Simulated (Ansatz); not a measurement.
# CAlBCl₂ (SMILES Cl[B-]1=[C+][Al]1[Cl]): what the fields show

```csv
atom,x (Å),y (Å),z (Å)
C,-1.0729,0.5278,-0.8286
Al,-2.1933,-0.8365,-1.0250
B,-1.3831,0.9550,0.4532
Cl,-1.5477,1.6989,1.9916
Cl,-3.3815,-2.4673,-1.5391
```

Geometry: B3LYP-D3(BJ)/def2-SVP.

Theory: isolated molecule in a Gaussian basis; Kohn-Sham density functional theory, functional PBE0 (Ansatz).

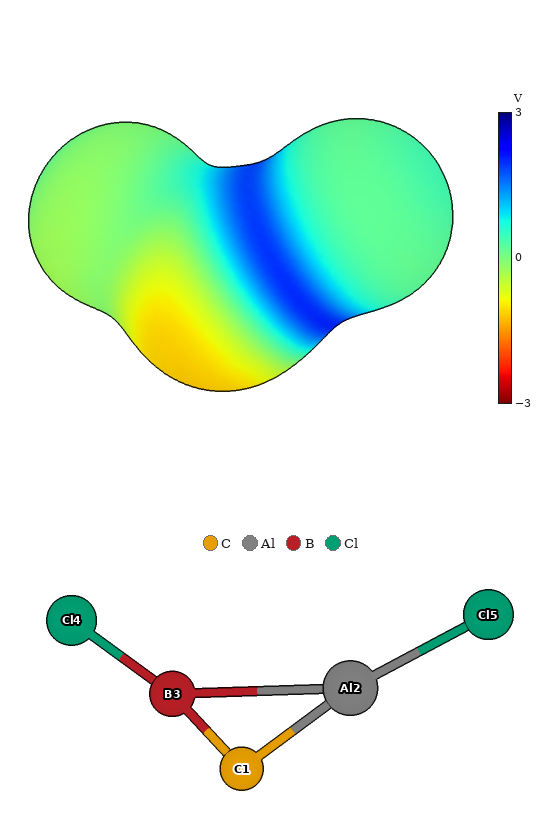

Figure 1. The electrostatic potential painted on the density surface at 0.001 e/bohr³, seen at a tilt; red is negative and blue positive. The bare structure is drawn below in the same view.

### Describe the electrostatic potential map.

The most negative region (about −1.2 V) lies over C1, the most positive (about +2.0 V) over Al2. Cl4 shows a σ-hole: about +0.4 V at the tip opposite its bond, against about −0.2 V on its flanks.

### What dipole moment does the calculation give?

Its dipole moment is 2.49 D.

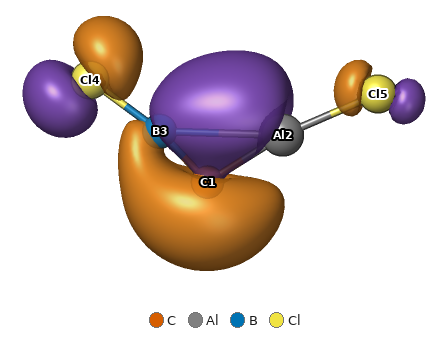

Figure 2. The HOMO−1 at ±0.08 Å⁻³ᐟ² (orange and purple are the two phases), seen at a tilt.

### Describe this orbital and give its energy.

By Hirshfeld shares it lies mainly on C1 (about 50 %), B3 (about 20 %), Al2 (about 20 %) and Cl4 (about 10 %); it is symmetric in the molecular plane (an in-plane orbital: σ, lone-pair or in-plane π type). Its energy is −7.58 eV.

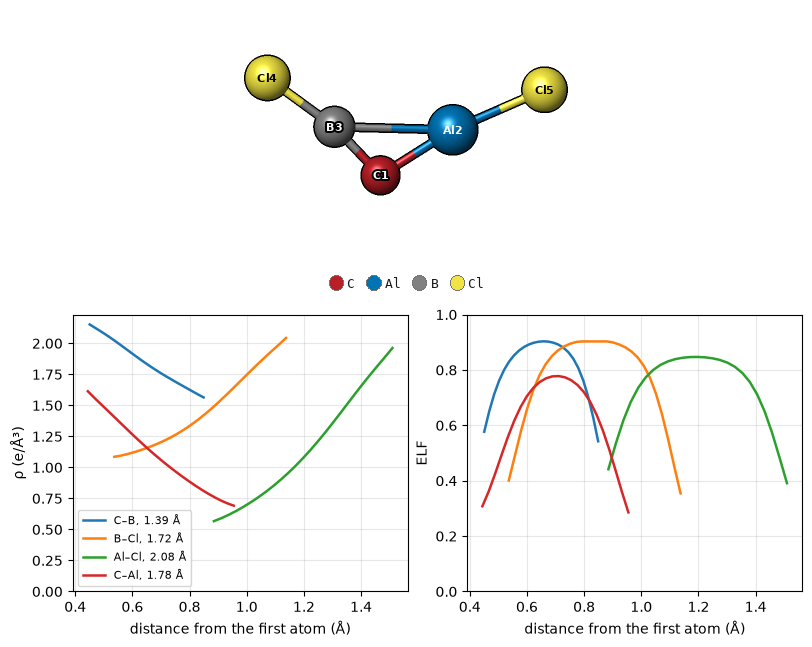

Figure 3. Total electron density and electron localisation function along straight lines between neighbouring atoms. The curves leave out the atomic cores. The structure is drawn too.

### What can be read from the curves?

C–B (1.39 Å): the density is about 1.8 e/Å³ at the midpoint; the ELF peaks at about 0.90 between the atoms, as expected for a covalent bond.
B–Cl (1.72 Å): ρ is about 1.4 e/Å³ halfway; the ELF peaks at about 0.90 between the atoms; a shared but strongly polarised pair.
Al–Cl (2.08 Å): ρ at the midpoint is about 0.76 e/Å³; the ELF peaks at about 0.85 in the valence shell of Cl, 0.9 Å from its nucleus, and is about 0.80 at the midpoint.
C–Al (1.78 Å): ρ at the midpoint is about 0.76 e/Å³; the ELF peaks at about 0.80 in the valence shell of C, 0.7 Å from its nucleus, and is about 0.50 at the midpoint.
